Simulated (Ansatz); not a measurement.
Start from WSi$_{2}$ (space group I4/mmm, No. 139; a = 3.212 Å, c = 7.807 Å; relaxed with 0.1 eV smearing). Axes: x, y, z lie along a, b, c of the conventional cell.

Structures relaxed with plane-wave PAW DFT at the r2SCAN level (Ansatz, a program for electronic structure, 500 eV), scalar-relativistic without spin-orbit coupling, earlier PAW set.

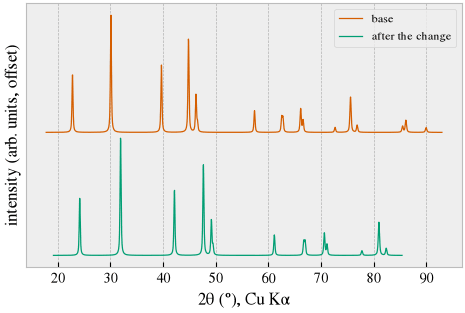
Figure. Simulated powder patterns before (top) and after one change

Problem. Which of these changes matches the shifts?
A. isotropic strain −5.62 %
B. uniaxial strain ε_xx = +2.78 %
C. isotropic strain +1.31 %
D. biaxial strain +0.51 %, plane normal [001], relaxed out of plane

Solution. A, isotropic strain −5.62 %. Its volume per atom is 11.29 Å³ against 13.42 Å³, and its space group is I4/mmm (No. 139).

Whether these cells are dynamically stable was not tested. All final runs are without spin polarisation.
